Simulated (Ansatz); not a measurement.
Al: response to strain

Base system: Al in the fcc (Cu type) structure (space group Fm-3m, No. 225; a = 3.9937 Å; relaxed with 0.1 eV smearing). Axes: x, y, z lie along the cube axes.

Strains are applied to the cell and any free atomic positions relax; under biaxial strain the out-of-plane vector relaxes too.

Calculations: r2SCAN (Ansatz, a program for electronic structure, PAW, without spin-orbit coupling).

Notes on the quantities. in-plane stress: mean in-plane stress (compression positive).

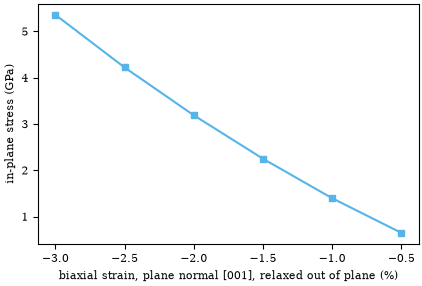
in-plane stress against biaxial strain, plane normal [001], relaxed out of plane

```csv
"biaxial strain, plane normal [001], relaxed out of plane (%)",in-plane stress
-3,+5.4 GPa
-2.5,+4.2 GPa
-2,+3.2 GPa
-1.5,+2.2 GPa
-1,+1.4 GPa
-0.5,+0.6 GPa
```

Whether these cells are dynamically stable was not tested.
